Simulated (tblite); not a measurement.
# C5H14N2Si2: the cost of one run

Programs: tblite 0.8.0 and PySCF 2.14.0, with density-fitted response routines of our own. Each step states its level of theory. These are calculated values for one molecule in the gas phase, unless marked as measured. Atoms count from 0, in the outputs and in this text.

### Step 1. The starting structure

23 atoms, charge 0, multiplicity 1; geometry from: force field or distance geometry start.

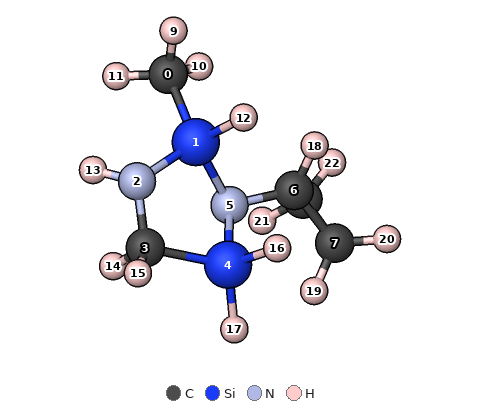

As it starts; carbon dark grey, silicon blue, nitrogen light blue, hydrogen pink, atoms numbered.

### Step 2. Optimising the geometry with GFN2-xTB

What the job is given:

```
{"job": {"kind": "relax", "xc": "GFN2-xTB", "basis": "xTB"}, "charge": 0, "multiplicity": 1}
C     -2.299100     1.525000     0.074500
Si    -1.332200     0.031700     0.493700
N     -2.047900    -1.503400     0.002900
C     -1.062800    -2.373500    -0.504800
Si     0.613900    -1.761000     0.049000
N      0.303100    -0.004100    -0.273000
C      1.243300     0.837700     0.438300
C      2.708300     0.678600     0.153300
C      1.967700     1.788200    -0.512300
H     -2.980800     1.723200     0.968000
H     -1.645800     2.395000    -0.019500
H     -3.000200     1.373500    -0.779900
H     -1.217700    -0.022100     1.988200
H     -2.730100    -1.287500    -0.765300
H     -1.073500    -2.272900    -1.616500
H     -1.163700    -3.436300    -0.192700
H      0.854300    -1.913700     1.477300
H      1.699500    -2.283600    -0.792900
H      0.870900     1.336200     1.353800
H      2.931800    -0.257900    -0.408200
H      3.445500     0.989000     0.911900
H      1.781500     1.619300    -1.592800
H      2.129200     2.845700    -0.170100
```

Run with:

```
OMP_NUM_THREADS=1 python probes_run.py task.json out
```

This one command runs all jobs of the session in turn.

Q: Estimate the wall time and peak memory of this first job on 1 thread of Arm Neoverse V1, shared host.

About 1.7 s, with a peak of 0.18 GiB.
